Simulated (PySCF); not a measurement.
C$_{4}$H$_{5}$BBr$_{2}$Si

```xyz
13

C    -0.9820    2.1549   -0.0677
C    -0.9894    0.9543   -0.0588
C    -0.9162   -0.4661   -0.0427
C    -2.0627   -1.1757   -0.0936
B     0.4712   -1.1440    0.0317
Si    2.1112   -0.0960    0.1049
Br    2.1491    1.2810    1.8896
Br    2.3267    1.2499   -1.6922
H    -0.9846    3.2039   -0.0767
H    -3.0294   -0.6986   -0.1453
H    -2.0518   -2.2527   -0.0849
H     0.5134   -2.3153    0.0419
H     3.4401   -0.6951    0.1761
```

Geometry: GFN2-xTB.

All numbers below come from B3LYP/def2-SVPD, SCF density, gas phase in PySCF 2.14.0.

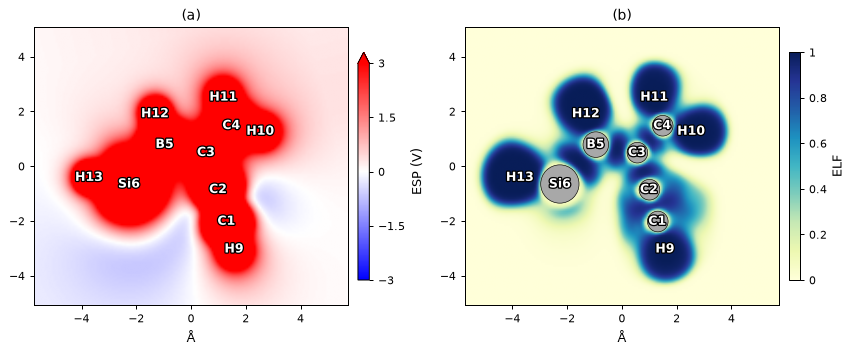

Figure 1. (a) electrostatic potential; (b) electron localisation function on the plane of atoms C3, C4 and H10. Grey discs cover the atomic cores in the ELF map.

What do the fields say about this system?

Answer. The plane passes through C, B, Si and H nuclei. C–C (1.20 Å): the ELF peaks at about 0.85 between the atoms; a short, multiple covalent bond. C–B (1.55 Å): the ELF peaks at about 1 between the atoms: a shared electron pair. Si–B (1.95 Å): the ELF peaks at about 1 between the atoms, as expected for a covalent bond. C–H (1.05 Å): the ELF climbs to about 1 towards the hydrogen, as it does in any bond to H (a covalent bond by its length). C–C (1.35 Å): the ELF peaks at about 0.95 between the atoms (a covalent bond). Outside the dense part of the molecule the potential is most negative (−0.6 V) near Br7, which lies off the plane.

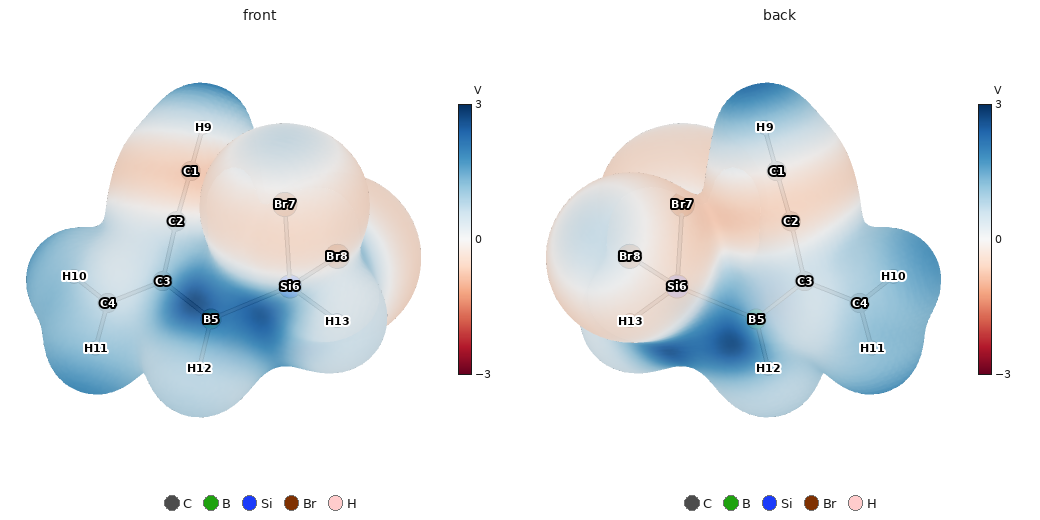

Figure 2. The electrostatic potential painted on the density surface at 0.004 e/bohr³, seen from the front and from behind; red is negative and blue positive.

Which sites attract a positive test charge, and which a negative one?

Answer. A positive charge is drawn to the negative regions and a negative charge to the positive ones. The most negative region (about −0.7 V, or −16 kcal/mol for a unit charge) lies over C1, C2, Br7 and Br8, the most positive (about +2.6 V, or +60 kcal/mol for a unit charge) over B5 and Si6. Br7 shows a σ-hole: about +0.6 V, or +14 kcal/mol for a unit charge at the tip opposite its bond, against about −0.5 V, or −12 kcal/mol for a unit charge on its flanks. Br8 shows a σ-hole: about +0.6 V, or +14 kcal/mol for a unit charge at the tip opposite its bond, against about −0.5 V, or −12 kcal/mol for a unit charge on its flanks.
